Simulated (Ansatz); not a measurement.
Input

```
crystal:
  periodic: [false, false, false]
  atoms:
    - {symbol: C, position_ang: [-0.265725, 2.286705, 0.530067]}
    - {symbol: C, position_ang: [-0.012484, 1.247729, -0.019227]}
    - {symbol: C, position_ang: [0.268778, 0.007574, -0.663308]}
    - {symbol: Si, position_ang: [-0.125065, -1.614345, 0.154135]}
    - {symbol: S, position_ang: [1.814737, -0.898948, -0.093257]}
    - {symbol: H, position_ang: [-0.483929, 3.208583, 1.014331]}
    - {symbol: H, position_ang: [0.212687, 0.039381, -1.748825]}
    - {symbol: H, position_ang: [-0.584146, -2.739475, -0.689089]}
    - {symbol: H, position_ang: [-0.736253, -1.583504, 1.497874]}
basis:
  gaussian: {orbitals: def2-TZVPP}
hamiltonian: {xc: pbe0, dispersion: d4}
output: {orbitals: {seedname: orbitals}}
```

Launched as:

```sh
ansatz run in.yaml --threads 2 --pin off --events-out ev --progress --plain --max-ram 4352MiB
```

Geometry: PBE0-D4/def2-TZVP.

Computed with Ansatz, RKS PBE0-D4/def2-TZVPP.

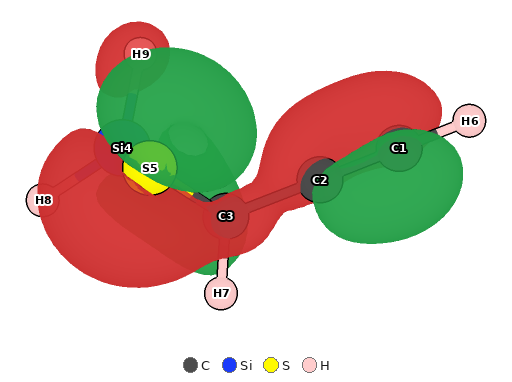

C$_{3}$H$_{4}$SSi (SMILES C#CC1[SiH2]S1). The HOMO−1 at ±0.1 Å⁻³ᐟ² (green and red are the two phases), seen at a tilt.

### What is the character of this orbital?

Its weight (Hirshfeld) is mainly on S5 (about 50 %), C1 (about 15 %), Si4 (about 10 %), C2 (about 10 %) and C3 (about 10 %). Its energy is −7.42 eV.
